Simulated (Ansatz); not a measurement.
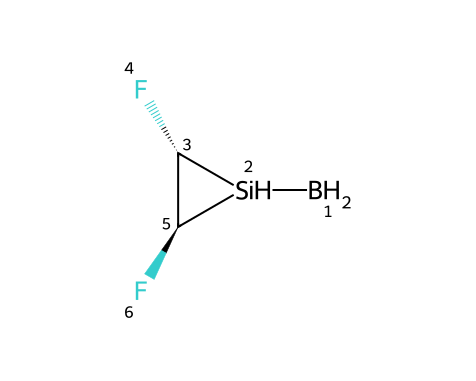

A structural formula, with wedges where it has stereocentres; small numbers name the atoms. The configuration is that of a computed structure (PBE0-D4/def2-TZVP).

Give the R/S and E/Z labels.

C3: R; C5: R.
